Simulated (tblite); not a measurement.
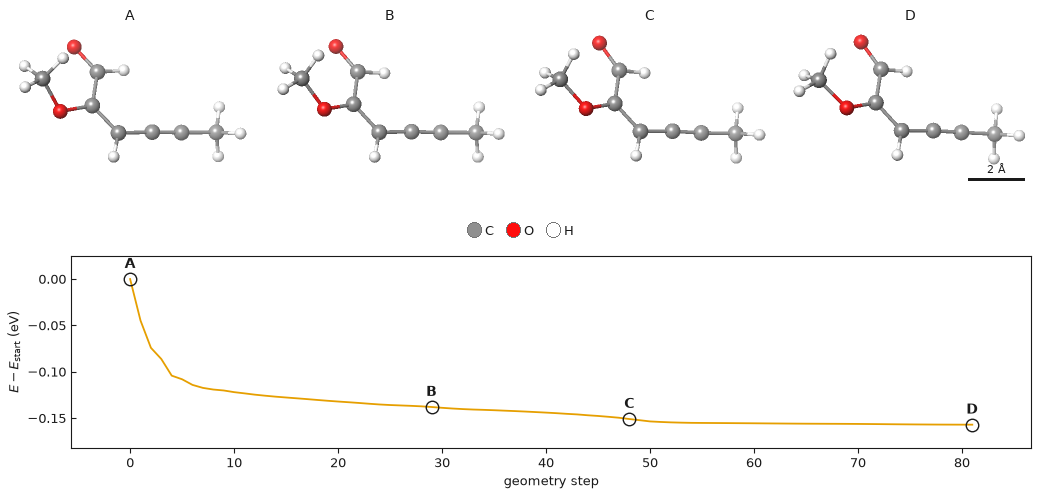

Frames of a relaxation of C$_{7}$H$_{8}$O$_{2}$, marked on the history of the run. The picture is a ball-and-stick view, seen at a tilt.

Level of theory: GFN2-xTB geometry optimisation, gas phase (tblite 0.8.0). 

Describe the path.

Answer. Over 81 geometry steps the energy falls by 0.157 eV. The atom that moves furthest after the best rigid fit is an H atom (0.49 Å). By element the largest moves are H 0.49 Å, O 0.40 Å, C 0.27 Å. Some distances before and after: C–O 1.400 → 1.359 Å, C–C 1.494 → 1.462 Å, C–C 1.415 → 1.396 Å, C–O 1.228 → 1.210 Å. Among the angles between lasting bonds that change: C–C–H 116.3° → 111.1°, C–C–O 123.7° → 128.0°, C–O–C 116.0° → 119.9°. Groups turn about C–O by about 30°. From step 0 to 29: an O atom moves most (0.22 Å), energy −0.138 eV. From step 29 to 48: an O atom moves most (0.26 Å), energy −0.013 eV. From step 48 to 81: an H atom moves most (0.14 Å), energy −0.006 eV.

```csv
step,"E − E(0), eV"
0,0.0000
1,-0.0447
2,-0.0741
3,-0.0862
4,-0.1041
5,-0.1081
6,-0.1141
7,-0.1173
8,-0.1191
9,-0.1201
10,-0.1219
14,-0.1268
17,-0.1294
21,-0.1328
25,-0.1358
29,-0.1379
32,-0.1402
36,-0.1419
40,-0.1440
44,-0.1468
47,-0.1495
51,-0.1540
55,-0.1551
59,-0.1554
62,-0.1557
66,-0.1560
70,-0.1562
74,-0.1566
77,-0.1568
81,-0.1570
```
